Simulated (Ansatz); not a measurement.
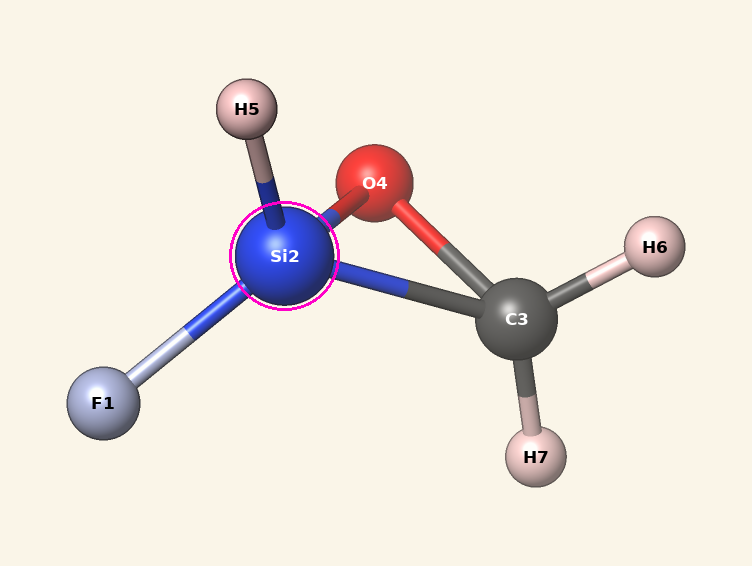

Distant atoms are faded towards the background colour. Circles mark the stereogenic atoms. The geometry was computed by an optimisation with PBE0-D4/def2-TZVP.

What are the Cahn–Ingold–Prelog descriptors?

Si2: S (priorities F1 > O4 > C3 > H5).

Write the isomeric SMILES.

F[Si@H]1CO1
